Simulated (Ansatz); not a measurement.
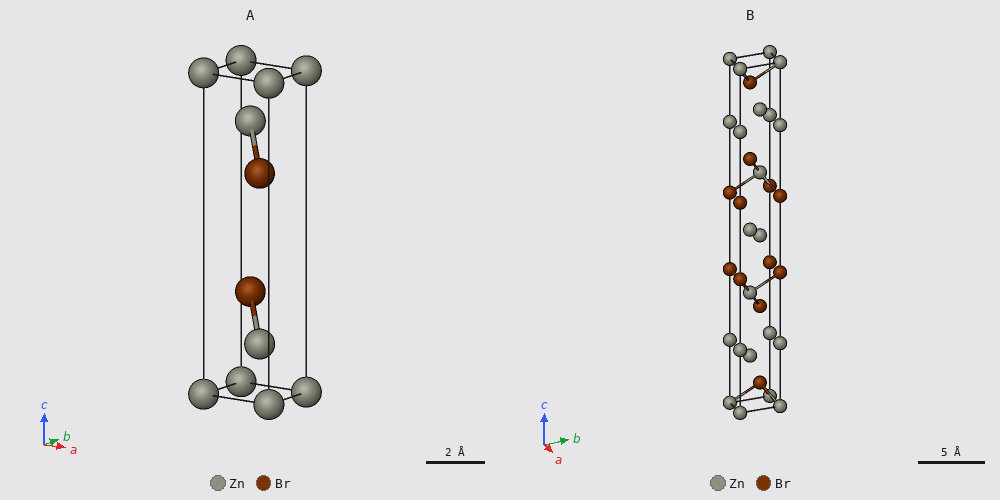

Two structures of Zn₃Br₂, each relaxed to rest (conventional cells in solid outline, small ones repeated, not to one scale). Method: DFT PBE, scalar-relativistic, plane waves, PAW (Ansatz), without spin polarisation.

### Which two forms are compared?

A: 5 atoms a cell on a primitive hexagonal lattice, P-3m1. B: 15 atoms a cell on a rhombohedral (trigonal R) lattice, R-3m.

### Which form lies lower?

A is lower, by 130 meV/atom at this level of theory (energies at zero smearing). Volumes: A 25.4, B 25.0 Å³/atom.

One or both may be structure types tried for this composition rather than known phases.
